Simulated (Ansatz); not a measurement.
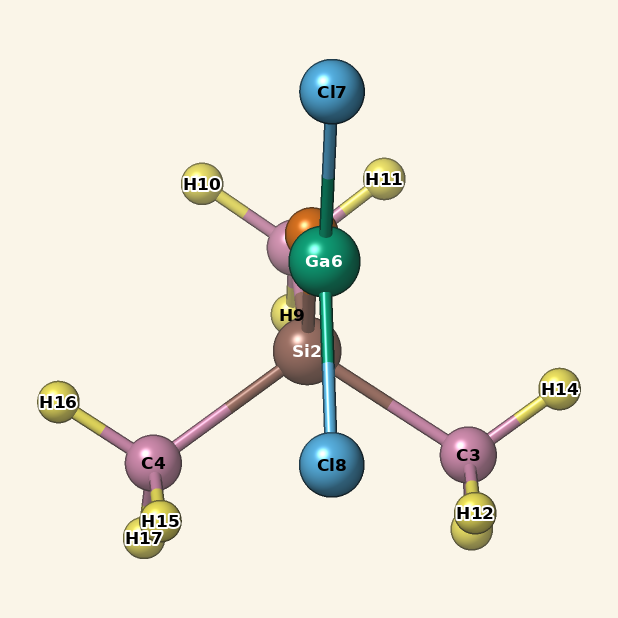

O5 lies behind Ga6. The molecule seen nearly along the Ga6–O5 bond, Ga6 in front. Depth is shown by fading: the farther an atom, the more it takes the colour of the background. The geometry was computed by an optimisation with PBE-D4/def2-SVP. No frequency run is at hand to confirm it as a minimum.

### What is the torsion angle Cl7–Ga6–O5–Si2? The sign is positive where the front bond must turn clockwise to cover the back bond.

179°, antiperiplanar (anti).
